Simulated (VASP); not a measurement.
Band structure of Cd2SeS (space group P3m1). These are PBEsol GGA with spin-orbit coupling, VASP's PBE PAW potentials (set 64) (plane waves; VASP 6.6.1) values and carry that method's errors.

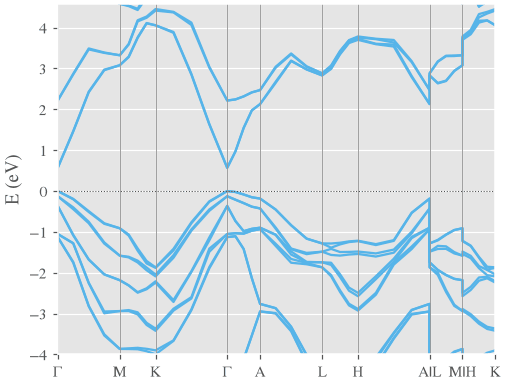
Figure: Bands along high-symmetry lines, zero at the valence-band maximum or, without a gap, the Fermi level

Q: Read the plot: is there a gap, and where are the band edges?

A: The gap is direct, 0.57 eV, from the valence maximum at Γ to the conduction minimum at Γ.

The structure comes from a computed database's Cd2SeS entry (P3m1); how it stands against other phases isn't given here. It was relaxed first, which changed the volume by -6 %.
